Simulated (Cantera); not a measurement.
Input: 1 mol Si, 0.53 mol H₂O, 1.4 mol N₂, held at 0.460 bar.

Equilibrium computed with Cantera from the NASA thermochemical tables; the gas is ideal and each condensed phase is pure. Candidate condensed phases: H₂O, Si, SiO₂, Si₂N₂O, Si₃N₄; 35 gas species. N₂ is the only nitrogen source here; it is nearly inert below about 1500 K, so the nitride shown seldom forms there in practice. Mutual solubility and eutectic melting of coexisting phases are not modelled. The tables hold silica as quartz up to 1696 K and as liquid above; real silica turns to tridymite and cristobalite and melts near 1996 K. Rates play no part.

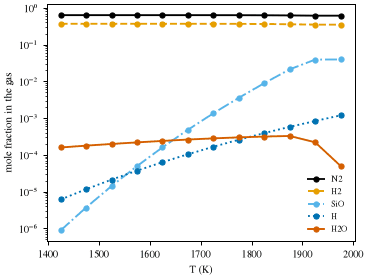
Figure. Equilibrium gas composition (values under 1e-9 drawn at 1e-9)

From 1425 K to 1675 K the condensed part is SiO₂(β-quartz) + Si₂N₂O(s). From 1725 K to 1875 K the condensed part is SiO₂(condensed) + Si₂N₂O(s). From 1925 K to 1975 K the condensed part is Si₂N₂O(s). The main Si-bearing gas is SiO throughout.
